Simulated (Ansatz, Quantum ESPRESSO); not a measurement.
# Cl on fcc sites of Ag(111): the work function of the upper face at a withheld member of a series

**Set-up.** Quantum ESPRESSO 7.5, PBE, GBRV ultrasoft. Slabs of 3 layers, covered on the upper face; adsorbates and the top layer relax in a periodic cell, the rest is held (the clean slab relaxes both outer layers); a run under open boundaries (ESM, bc1) gives both vacuum levels. Cells of one to 9 surface sites carry the coverages, on meshes of like density; cold smearing of 0.02 Ry. The slabs take the lattice constants of the bulk relaxed by the same program. The series steps the coverage.

| coverage | work function of the upper face (eV) |
| --- | --- |
| 0 ML | 4.556 |
| 0.1111 ML | 4.941 |
| 0.1667 ML | 5.174 |
| 0.25 ML | 5.587 |
| 0.3333 ML | 5.703 |
| 0.6667 ML | 6.493 |
| 0.75 ML | 6.362 |
| 1 ML | 6.536 |

To predict: What is the work function of the upper face at 0.5 ML?

**Worked estimate.** The rows at 0.3333 ML and 0.6667 ML give a slope of (6.493 − (5.703))/(0.6667 − (0.3333)) = 2.37, so a straight line gives 6.098 eV. A parabola through these and the row at 0.25 ML gives 6.033 eV.

**The withheld run.** 6.121 eV. The line misses by −0.023 and the parabola by −0.088 eV. The line does better here.

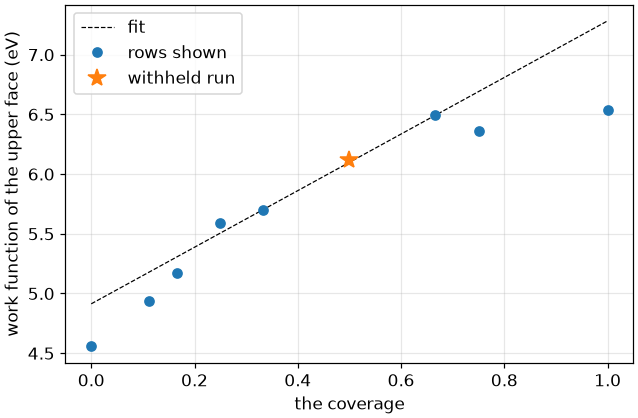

The rows shown, the fit and the withheld run.

**Limits.** Thin slabs, one site and one ordered pattern a coverage; no reconstruction or subsurface sites; meshes differ a little between cells.
